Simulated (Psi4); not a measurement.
**CH2BF (SMILES B[C]F): UMP2/cc-pVTZ**

Aim: the energy change on altering one bond length of CH2BF at UMP2/cc-pVTZ, from 2 runs. 

Program for the calculation: Psi4 1.11.

2 further runs of the same task are left out: 2 set aside as unsound or not needed.

### 1 The structure to begin with

CH2BF: 5 atoms, total charge 0, spin state triplet. SMILES: `B[C]F`. Geometry: relaxed at GFN2-xTB.

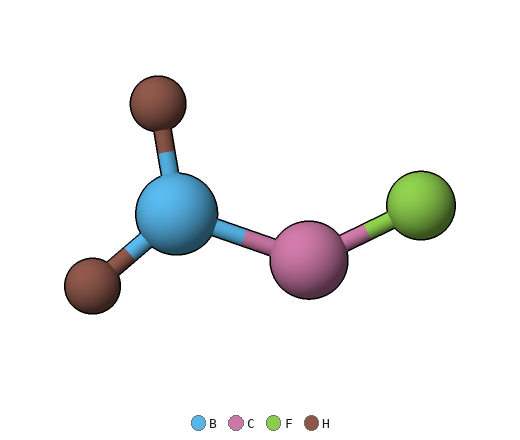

Viewed from a chosen angle; boron blue, carbon pink, fluorine green, hydrogen brown.

### 2 A single-point energy at UMP2/cc-pVTZ

Contents of ch2bf.json:

```json
{
 "schema_name": "qcschema_input",
 "schema_version": 1,
 "molecule": {
  "schema_name": "qcschema_molecule",
  "schema_version": 2,
  "symbols": ["B", "C", "F", "H", "H"],
  "geometry": [-0.95538884, -0.4726583, -0.22846789, 1.70052675, 0.33975386, -0.46381438, 3.24288341, 1.69446072, 0.92609808, -1.87980506, -1.70995648, -1.80177827, -2.10819736, 0.14840019, 1.56794356],
  "molecular_charge": 0,
  "molecular_multiplicity": 3,
  "fix_symmetry": "c1"
 },
 "driver": "energy",
 "model": {
  "method": "mp2",
  "basis": "cc-pVTZ"
 },
 "keywords": {
  "reference": "uhf",
  "puream": true,
  "e_convergence": 1e-09,
  "d_convergence": 1e-08,
  "scf_type": "pk",
  "num_frozen_docc": 3,
  "mp2_type": "conv",
  "maxiter": 200
 }
}
```

Command:

```
psi4 --qcschema ch2bf.json -n 1 --memory 1600MB
```

stdout, shortened:

```text
[...]
                   'protocols': {'error_correction': {'default_policy': True, 'policies': None},
                                 'native_files': 'none',
[...]
  Running in c1 symmetry.
[...]
  Nuclear repulsion =   52.288590832655096
[...]
  Multiplicity = 3
[...]
  Nalpha       = 12
  Nbeta        = 10
[...]
    Number of basis functions: 118
[...]
   @UHF iter   1:  -163.03059453992333   -9.27550e-01   2.42881e-03 ADIIS/DIIS
[...]
   @UHF iter  14:  -163.10466160723337   -6.87805e-12   6.21084e-09 DIIS
[...]
   @S^2 Observed:                2.011981495E+00
[...]
    Orbital Energies [Eh]
    ---------------------
    Alpha Occupied:
       1A    -26.350215     2A    -11.351119     3A     -7.613682
       4A     -1.677642     5A     -0.981883     6A     -0.794240
       7A     -0.750485     8A     -0.739187     9A     -0.615194
      10A     -0.535920    11A     -0.429227    12A     -0.418374
    Alpha Virtual:
      13A      0.101479    14A      0.170540    15A      0.219012
      16A      0.228186    17A      0.242986    18A      0.274623
      19A      0.319212    20A      0.358570    21A      0.447477
      22A      0.458339    23A      0.491840    24A      0.502406
      25A      0.545009    26A      0.571663    27A      0.654063
[...]
  @UHF Final Energy:  -163.10466160723337
   => Energetics <=
    Nuclear Repulsion Energy =             52.2885908326550961
    One-Electron Energy =                -327.5497564017451850
    Two-Electron Energy =                 112.1565039618567283
    Total Energy =                       -163.1046616072333677
  UHF NO Occupations:
  HONO-2 :   10  A 1.9961420
  HONO-1 :   11  A 1.0000000
[...]
 Multipole Moments:
 ------------------------------------------------------------------------------------
     Multipole            Electronic (a.u.)      Nuclear  (a.u.)        Total (a.u.)
 ------------------------------------------------------------------------------------
 L = 1.  Multiply by 2.5417464519 to convert [e a0] to [Debye]
 Dipole X            :          2.9134436           -3.0972092           -0.1837656
 Dipole Y            :          1.2445314           -1.3741937           -0.1296622
 Dipole Z            :          0.3492872           -0.4605538           -0.1112667
 Magnitude           :                                                    0.2509230
[...]
	SCS-MP2 Total Energy (a.u.)        :  -163.55369165654275
	SOS-MP2 Total Energy (a.u.)        :  -163.51635292479418
	SCSN-MP2 Total Energy (a.u.)       :  -163.30181011086589
[...]
	SOS-PI-MP2 Total Energy (a.u.)     :  -163.58496814438766
[...]
	MP2 Total Energy (a.u.)            :  -163.55975390044645
[...]
```

The result, in JSON:

```text
{
 "driver": "energy",
 "model": {
  "method": "mp2",
  "basis": "cc-pVTZ"
 },
 "success": true,
 "return_result": -163.55975390044645,
 "properties": {
  "calcinfo_nbasis": 118,
  "calcinfo_nmo": 118,
  "calcinfo_nalpha": 12,
  "calcinfo_nbeta": 10,
  "calcinfo_natom": 5,
  "nuclear_repulsion_energy": 52.288590832655096,
  "return_energy": -163.55975390044645,
  "scf_one_electron_energy": -327.5497564017452,
  "scf_two_electron_energy": 112.15650396185673,
  "scf_dipole_moment": [-0.18376560204196446, -0.1296622302820163, -0.11126666477881386],
  "scf_total_energy": -163.10466160723337,
  "scf_iterations": 14,
  "mp2_same_spin_correlation_energy": -0.11201619524574583,
  "mp2_opposite_spin_correlation_energy": -0.3430760979673413,
  "mp2_singles_energy": 0.0,
  "mp2_doubles_energy": -0.45509229321308714,
  "mp2_correlation_energy": -0.45509229321308453,
  "mp2_total_energy": -163.55975390044645
 }
}
```

Run time: 8.7 s. Hardware: 1 thread of AMD EPYC 9R45 (Zen 5), shared host; peak memory 0.99 GiB.

### 3 The distorted shape, same level

Contents of ch2bf.xyz:

```xyz
5
CH2BF
B     -0.260991     0.077241     0.295362
C      1.144459     0.507151     0.170822
F      1.960639     1.224031     0.906332
H     -0.994750    -0.904870    -0.953460
H     -0.871031     0.405891     1.245982
```

Contents of ch2bf_ase.py:

```python
import numpy as np
from ase.calculators.psi4 import Psi4
from ase.io import read

mol = read('ch2bf.xyz')
calc = Psi4(atoms=mol, method='mp2', basis='cc-pVTZ', memory='1600MB', num_threads=1, charge=0, multiplicity=3, label='ch2bf', reference='uhf')
calc.psi4.set_options({'puream': True, 'e_convergence': 1e-09, 'd_convergence': 1e-08, 'scf_type': 'pk', 'num_frozen_docc': 3, 'mp2_type': 'conv', 'maxiter': 200})
mol.calc = calc

print(f'energy: {mol.get_potential_energy():.6f} eV')
```

Command:

```
python ch2bf_ase.py
```

ch2bf.dat, shortened:

```text
[...]
  Running in c1 symmetry.
[...]
  Nuclear repulsion =   51.057608209165586
[...]
  Multiplicity = 3
[...]
  Nalpha       = 12
  Nbeta        = 10
[...]
    Number of basis functions: 118
[...]
   @UHF iter   1:  -162.96505091475234   -1.00379e+00   2.19983e-03 ADIIS/DIIS
[...]
   @UHF iter  17:  -163.03497140642713   -7.50333e-12   6.50776e-09 DIIS
[...]
   @S^2 Observed:                2.016602356E+00
[...]
  @UHF Final Energy:  -163.03497140642713
   => Energetics <=
    Nuclear Repulsion Energy =             51.0576082091655863
    One-Electron Energy =                -324.8060549849310519
    Two-Electron Energy =                 110.7134753693383260
    Total Energy =                       -163.0349714064271325
  UHF NO Occupations:
  HONO-2 :   10  A 1.9948503
  HONO-1 :   11  A 1.0000000
[...]
 Multipole Moments:
 ------------------------------------------------------------------------------------
     Multipole            Electronic (a.u.)      Nuclear  (a.u.)        Total (a.u.)
 ------------------------------------------------------------------------------------
 L = 1.  Multiply by 2.5417464519 to convert [e a0] to [Debye]
 Dipole X            :          3.3418560           -3.3266181            0.0152379
 Dipole Y            :          1.7765029           -1.6812500            0.0952529
 Dipole Z            :          1.0067448           -0.8509971            0.1557477
 Magnitude           :                                                    0.1832011
[...]
	SCS-MP2 Total Energy (a.u.)        :  -163.48677721215523
	SOS-MP2 Total Energy (a.u.)        :  -163.48407251279951
	SCSN-MP2 Total Energy (a.u.)       :  -163.23165636069029
[...]
	SOS-PI-MP2 Total Energy (a.u.)     :  -163.51861875175123
[...]
	MP2 Total Energy (a.u.)            :  -163.49218661086661
[...]
```

The script printed:

```text
Memory set to   1.490 GiB by Python driver.
  Threads set to 1 by Python driver.

  Memory set to   1.490 GiB by Python driver.
  Threads set to 1 by Python driver.
energy: -4448.849002 eV
```

Run time: 9.3 s. Hardware: 1 thread of AMD EPYC 9R45 (Zen 5), shared host; peak memory 1 GiB.

### 4 Outcome

At UMP2/cc-pVTZ, 3 core orbitals frozen:

| quantity | value |
| --- | --- |
| first shape: total energy | -163.55975 Eh |
| first shape: HOMO energy (Hartree–Fock orbitals) (highest over α and β) | -11.38 eV |
| first shape: LUMO energy (Hartree–Fock orbitals) (lowest over α and β) | 0.75 eV |
| first shape: correlation energy (3 core orbitals frozen) | -455.1 mEh |
| first shape: ⟨S²⟩ of the reference determinant | 2.012 |
| distorted shape: total energy | -163.49219 Eh |
| distorted shape: HOMO energy (Hartree–Fock orbitals) (highest over α and β) | -11.20 eV |
| distorted shape: LUMO energy (Hartree–Fock orbitals) (lowest over α and β) | 0.46 eV |
| distorted shape: correlation energy (3 core orbitals frozen) | -457.2 mEh |
| distorted shape: ⟨S²⟩ of the reference determinant | 2.017 |
| energy change with the B1–H4 bond stretched from 1.167 to 1.750 Å | 1.839 eV |

What this shows: With the B1–H4 bond stretched from 1.167 to 1.750 Å the energy rises by 1.84 eV (177 kJ/mol). The first shape isn't relaxed at this level, so the change isn't measured from a minimum.
